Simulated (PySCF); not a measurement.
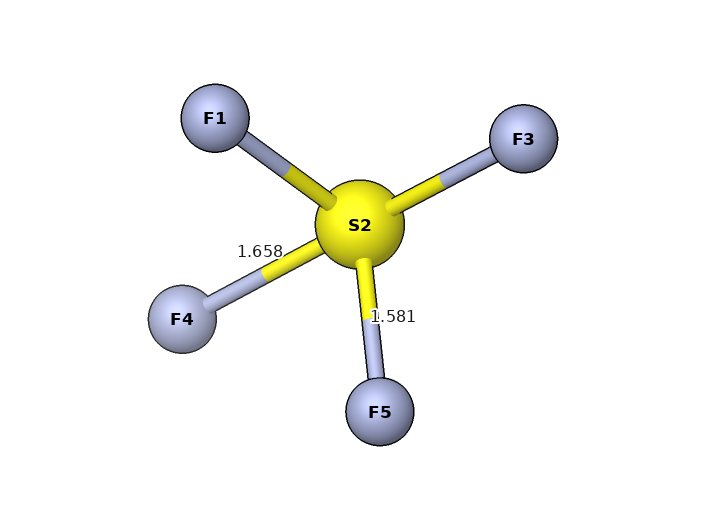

Bond lengths are marked in Å; every bond is drawn as one stick. The computed structure is the end point of a PBE0-D3(BJ)/def2-SVP optimisation. No frequency run is at hand to confirm it as a minimum.

### Assign a bond order to each marked bond.

S2–F4 single; S2–F5 single.

### Give the structure as SMILES.

FS(F)(F)F
